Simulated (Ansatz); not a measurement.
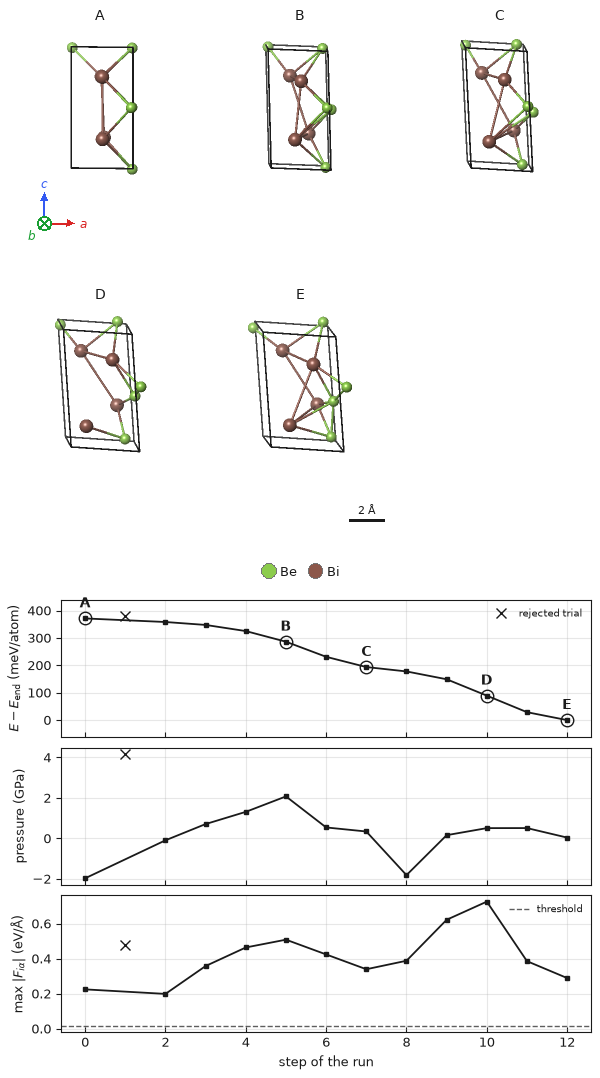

Frames of a relaxation of a crystal of BeBi (built on the caesium chloride_221 type) (coarse preliminary run), marked on the history of the run. A ball-and-stick model of the cell of the calculation, seen along the b axis.

These are results of DFT PBE, scalar-relativistic, plane waves, PAW in Ansatz, not measurements.

Input file:
```yaml
crystal:
  lattice:
    - [-0.0367895891, -0.0198170891, 3.5629495547]
    - [6.9776814462, 0.0495219068, -0.0735791783]
    - [0.0495219068, 6.9859335803, -0.0396341782]
  atoms:
    - { symbol: Be, position: [-0.0152928214, 0.502632781, 0.5064592022] }
    - { symbol: Be, position: [-0.0122596012, 0.4977772893, -0.0045824455] }
    - { symbol: Be, position: [-0.0268047667, 1.0091430132, 0.5018236969] }
    - { symbol: Be, position: [0.0181989051, 0.9891465101, -0.0071493971] }
    - { symbol: Bi, position: [0.5081121523, 0.2506206801, 0.2392400203] }
    - { symbol: Bi, position: [0.5050971187, 0.2430330606, 0.7528404389] }
    - { symbol: Bi, position: [0.5325690842, 0.7538702459, 0.2541004384] }
    - { symbol: Bi, position: [0.490379929, 0.7537764198, 0.757268046] }
basis:
  ecutwfc: 420
kpoints:
  mp_grid: { grid: [8, 4, 4] }
hamiltonian:
  xc: pbe
scf:
  occupations: { method: gaussian, width: 0.1 }
output:
  forces: true
  stress: true
  eigenvalues: true
relax:
  adjacent_minimum: "off"
  f_tol: 0.015
  max_steps: 120
  cell: { stress_tol: 0.15 }
```

Run as
```bash
ansatz run input.yaml --threads 1 --pin off --max-ram 2560MiB --backend cpu --events-out ev --progress --plain --runs-dir out
```

Q: What happens along the run?

A: The run was cut off at its time limit before the relaxation converged, so the last structure is only a point on the way. The atom that moves furthest relative to the cell is Bi7 (1.04 Å roughly along [3 1 1]). By element the largest moves are Bi 1.04 Å, Be 1.00 Å. Cell: a 3.563 → 4.212 Å (+18.2 %), b 6.978 → 6.380 Å (−8.6 %), c 6.986 → 6.668 Å (−4.6 %), α 89.2° → 78.1°, β 90.6° → 98.2°, γ 91.2° → 98.8°. Volume −0.9 %. Among the contacts that change: Be2–Bi6 3.118 → 5.256 Å, Be1–Bi8 3.087 → 4.787 Å, Bi5–Bi8 4.831 → 3.431 Å, Be1–Be2 3.571 → 2.216 Å. Bond angles that change, for instance: Be1–Bi7–Be3 73.9° → 116.3°, Bi5–Be2–Bi8 108.4° → 70.1°, Be3–Bi6–Bi5 126.1° → 87.8°. The space group stays P1 (No. 1). Over 11 accepted moves (12 points after the start) the energy falls by 371 meV per atom. Largest force component: 0.22 eV/Å at the start, 0.29 eV/Å at the end. Pressure: −1.97 GPa at the start and 0.04 GPa at the end. The line search rejected the trial step at point 1 of the run. The run took 8.4 min on 1 thread of Intel(R) Xeon(R) Platinum 8488C (Sapphire Rapids) (shared host), peak memory 0.63 GiB. From step 0 to 5: Bi7 moves most (0.49 Å), volume −6.7 %, energy −85.0 meV per atom. From step 5 to 7: Bi7 moves most (0.37 Å), volume +3.4 %, energy −92.5 meV per atom. From step 7 to 10: Be3 moves most (0.47 Å), volume +2.5 %, energy −104 meV per atom. From step 10 to 12: Be1 moves most (0.37 Å), volume +0.3 %, energy −89.4 meV per atom.

```
step  E − E(0), meV/atom  largest force component, eV/Å  pressure, GPa  volume, Å³/atom      note
   0                0.00                         0.2246          -1.97           21.706          
   1                7.55                         0.4787           4.18           19.744  rejected
   2              -13.00                         0.1988          -0.09           20.956          
   3              -23.72                         0.3579           0.71           20.675          
   4              -46.11                         0.4638           1.31           20.468          
   5              -85.00                         0.5083           2.08           20.246          
   6             -140.09                         0.4240           0.54           20.718          
   7             -177.48                         0.3396           0.34           20.933          
   8             -193.50                         0.3880          -1.81           21.950          
   9             -222.09                         0.6219           0.16           21.645          
  10             -281.88                         0.7255           0.51           21.447          
  11             -342.30                         0.3857           0.51           21.319          
  12             -371.23                         0.2893           0.04           21.514
```
